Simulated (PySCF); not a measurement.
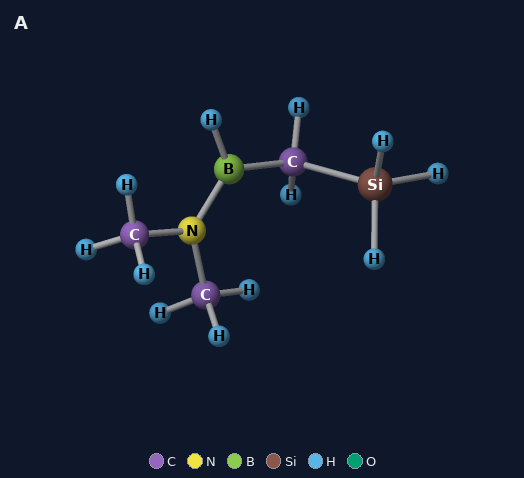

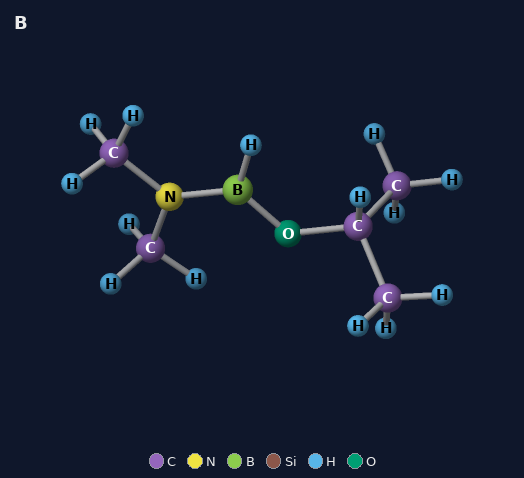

Two related species, optimised with PBE0-D3(BJ)/def2-SVP; properties computed with PySCF 2.14.0. Both: charge 0, singlet.

> What are A and B?

A is C3H12BNSi (CN(C)BC[SiH3]), B is C5H14BNO (CC(C)OBN(C)C).

Compare them. With PBE0/pcSseg-1: dipole moment (D), HOMO–LUMO gap (eV), HOMO energy (Kohn–Sham orbital) (eV), shielding of N (ppm), Hirshfeld charge of N (e), IAO charge of N (e). With HF/pcSseg-1: HOMO energy (Hartree–Fock orbital) (eV). With ωB97X-D/def2-SVPD: lowest vertical singlet excitation (eV), mean static polarisability (bohr³). With PBE0-D3(BJ)/def2-SVP: mean N–B length (Å), mean N–C length (Å).

```
                               quantity       A      B
                      dipole moment (D)    1.96   0.18
                     HOMO–LUMO gap (eV)    7.49   7.84
   HOMO energy (Kohn–Sham orbital) (eV)   −7.16  −6.54
                   shielding of N (ppm)   137.5  173.3
              Hirshfeld charge of N (e)   −0.10  −0.12
                    IAO charge of N (e)   −0.20  −0.24
HOMO energy (Hartree–Fock orbital) (eV)  −10.14  −9.69
lowest vertical singlet excitation (eV)    6.79   6.55
     mean static polarisability (bohr³)    89.5   91.1
                    mean N–B length (Å)   1.401  1.407
                    mean N–C length (Å)   1.443  1.439
```

Each is one conformer, and no frequency run is at hand to confirm it as a minimum.
